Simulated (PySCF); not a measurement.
**Atomic calculation, with input and output: Cd²⁺**

Cd²⁺, configuration 1s2 2s2 2p6 3s2 3p6 3d10 4s2 4p6 4d9 5p1, multiplicity 3. Computed at this level: unrestricted LDA, aug-cc-pwCVTZ-PP with ECP28, scalar-relativistic core potential (PySCF).

Input file:
```python
from pyscf import gto, scf, dft, mp, cc
mol = gto.M(atom="Cd 0 0 0", charge=2, spin=2, symmetry="D2h",
            basis="aug-cc-pwCVTZ-PP",
            ecp="aug-cc-pwCVTZ-PP")
mf = dft.UKS(mol, xc="LDA,VWN")
mf.irrep_nelec = {'Ag': (3, 2), 'B1g': (1, 1), 'B2g': (1, 1), 'B3g': (1, 1), 'B1u': (2, 1), 'B2u': (1, 1), 'B3u': (1, 1)}
mf.kernel()
```

The script is an equivalent of what the driver set up; the driver started from orbitals of its own, so the log can be shorter than this script's would be, and it computed the properties (radii, ⟨L²⟩, response) afterwards. It held the occupations shell by shell, which the script's counts by irreducible representation don't always enforce.

Log (extracts):
```
damping factor = 0
level_shift factor = 0
DIIS = <class 'pyscf.scf.diis.CDIIS'>
diis_start_cycle = 1
diis_space = 10
diis_damp = 0
SCF conv_tol = 1e-09
SCF conv_tol_grad = None
number electrons alpha = 10  beta = 8
XC functionals = LDA,VWN
    P. A. M. Dirac.,  Math. Proc. Cambridge Philos. Soc. 26, 376 (1930)
    F. Bloch.,  Z. Phys. 57, 545 (1929)
    S. H. Vosko, L. Wilk, and M. Nusair.,  Can. J. Phys. 58, 1200 (1980)
cycle= 1 E= -165.835147917377  delta_E= -0.0102  |g|= 0.125  |ddm|= 0.451
cycle= 2 E= -165.835163194662  delta_E= -1.53e-05  |g|= 0.128  |ddm|= 0.159
cycle= 3 E= -165.838158990793  delta_E= -0.003  |g|= 0.00312  |ddm|= 0.065
cycle= 4 E= -165.838160516342  delta_E= -1.53e-06  |g|= 0.000248  |ddm|= 0.00184
cycle= 5 E= -165.838160530378  delta_E= -1.4e-08  |g|= 4.12e-05  |ddm|= 0.00018
cycle= 6 E= -165.838160530771  delta_E= -3.93e-10  |g|= 1.6e-06  |ddm|= 7.09e-05
converged SCF energy = -165.838160530771  <S^2> = 2.0002511  2S+1 = 3.0001674
```

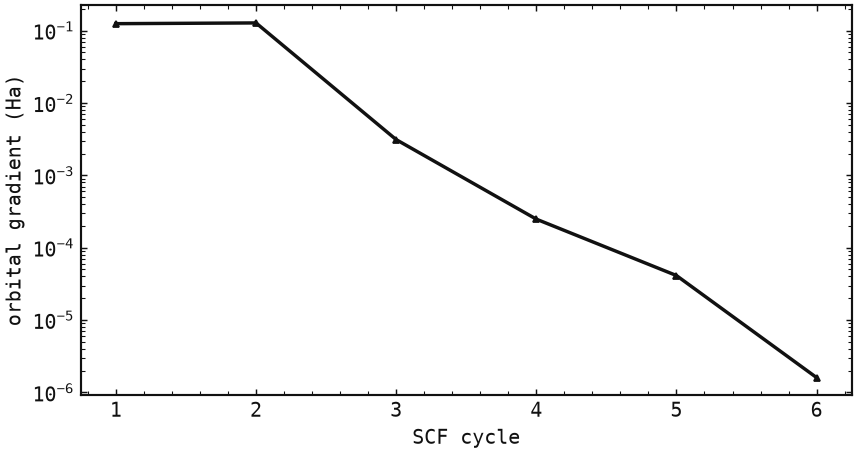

*Convergence: orbital gradient against the SCF cycle.*

The residual falls almost steadily, with no more than small rises or pauses. It goes from 0.12 to 1.6×10⁻⁶ in 6 steps.

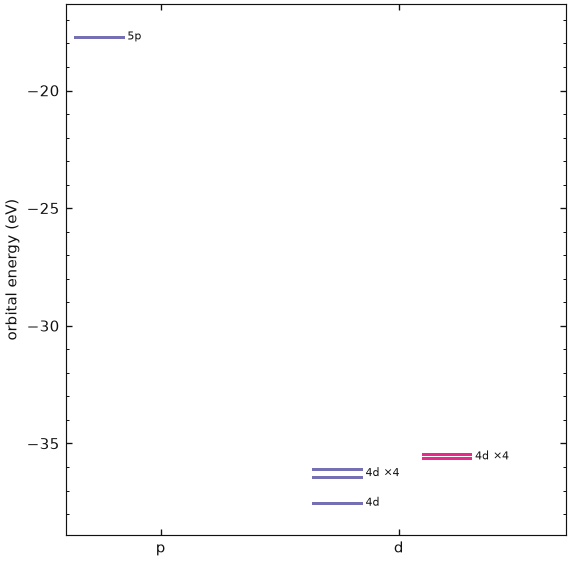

*Orbital energies of the mean field, from the top down to −37.5 eV, by angular momentum, α spin at the left of each column and β at the right; ×n counts the orbitals under one label. Empty levels that the record names by l alone aren't drawn.*

The highest filled orbital is 5p α at −17.7 eV, the lowest empty one d β at −35.4 eV.

Summary:

- outcome: converged
- total energy (valence electrons, under a core potential): −165.838161 hartree
- ⟨S²⟩: 2.000
- ⟨L²⟩: 8.01
- SCF iterations: 6
- hardware: 1 CPU thread, shared host
- CPU time: 0.88 s (integrals apart)

Notes:

The driver held the occupations shell by shell, and empty s levels lie below the filled 5p. This is not the ground configuration of the species. ⟨L²⟩ departs from that of the intended term, so the determinant mixes terms.
